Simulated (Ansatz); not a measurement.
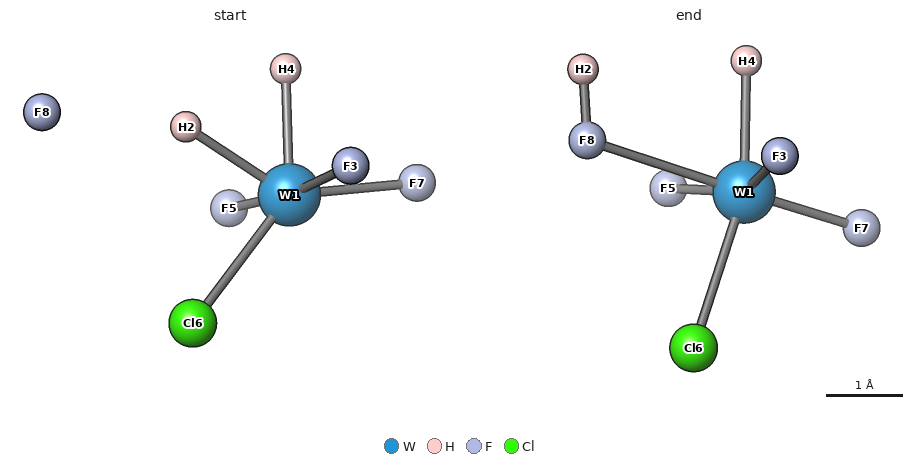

The structure of WH2ClF4 (multiplicity 2) before (left) and after (right) a relaxation, at one scale.

The picture is a ball-and-stick view, seen at a tilt.

The run prepares an end point of a later path (reaction) calculation, from a guessed geometry.

Level of theory: UKS B3LYP-D4/def2-SVP (Ansatz 0.2.0). (collinear spin; force threshold 0.03 eV/Å; at most 50 steps)

Summarise the run.

Answer. The relaxation stopped without meeting its thresholds, so the last structure isn't shown to be converged. It used up its limit of 50 steps. The largest move after the best rigid fit is that of F8, 1.35 Å. Largest moves by element: F 1.35 Å, H 1.14 Å, Cl 0.64 Å, W 0.07 Å. Some distances before and after: W1–F8 3.719 → 2.317 Å, H2–F8 2.107 → 0.937 Å, W1–H2 1.714 → 2.778 Å, W1–Cl6 2.308 → 2.361 Å. New bonds form, among them: H2–F8 (2.11 → 0.94 Å), W1–F8 (3.72 → 2.32 Å). Bonds break, among them: W1–H2 (1.71 → 2.78 Å). Bond angles that change, for instance: Cl6–W1–F7 137.0° → 101.8°, H4–W1–F7 82.8° → 102.8°, F3–W1–F7 89.3° → 107.4°. After 43 accepted moves (49 points after the start) the energy has fallen by 343.5 kJ/mol. The largest force component goes from 0.48 to 0.041 eV/Å. The line search rejected the trial steps at points 5, 11, 17, 19, 30, 38 of the run. The forces were under the threshold at step 24, but the run went on from there. The run took 2.2 min on 4 threads of INTEL(R) XEON(R) PLATINUM 8581C CPU @ 2.30GHz (Emerald Rapids) (shared host), peak memory 0.51 GiB.
